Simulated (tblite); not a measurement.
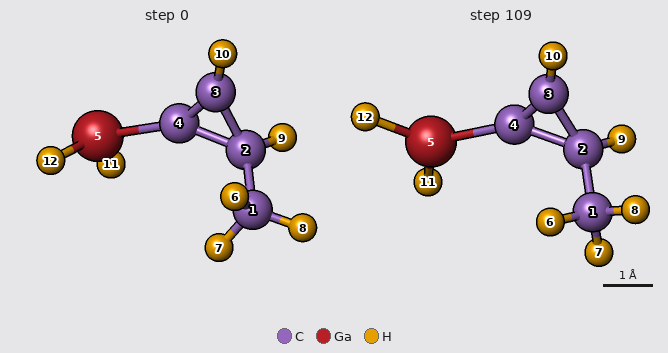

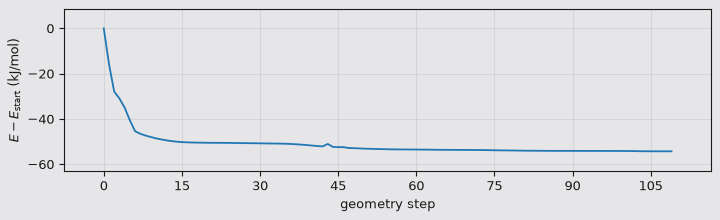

First and last geometry of a relaxation of C4H7Ga, with the history of the run. Style: ball-and-stick. Shown at a tilt.

These are results of tblite, GFN2-xTB geometry optimisation, gas phase, not measurements. 

Q: What do the curves and the structures tell?

A: It converged. After 109 geometry steps the energy has fallen by 54.3 kJ/mol. The largest moves after the best rigid fit, 1.01 Å, are those of H7 and H12. By element the largest moves are H 1.01 Å, Ga 0.17 Å, C 0.14 Å. Some distances before and after: Ga5–H12 1.468 → 1.573 Å, Ga5–H11 1.655 → 1.571 Å, C2–C4 1.490 → 1.532 Å, C4–Ga5 2.003 → 1.970 Å. Bond angles that change, for instance: C4–Ga5–H12 104.0° → 120.7°, H11–Ga5–H12 127.4° → 118.2°, C4–Ga5–H11 113.3° → 121.1°. Groups turn about C1–C2 by about 40°. Cost: 0.47 s on 1 thread of Arm Neoverse V1, with other jobs on the host.

```tsv
step	E − E(0), kJ/mol
0	0.00
1	-15.72
2	-27.90
3	-30.92
4	-34.95
5	-40.51
6	-45.37
7	-46.53
8	-47.30
9	-47.94
10	-48.54
15	-50.20
20	-50.50
26	-50.63
31	-50.79
36	-51.04
41	-51.92
46	-52.44
52	-53.24
57	-53.44
62	-53.53
67	-53.63
73	-53.72
78	-53.90
83	-54.03
88	-54.08
93	-54.10
99	-54.12
104	-54.25
109	-54.27
```
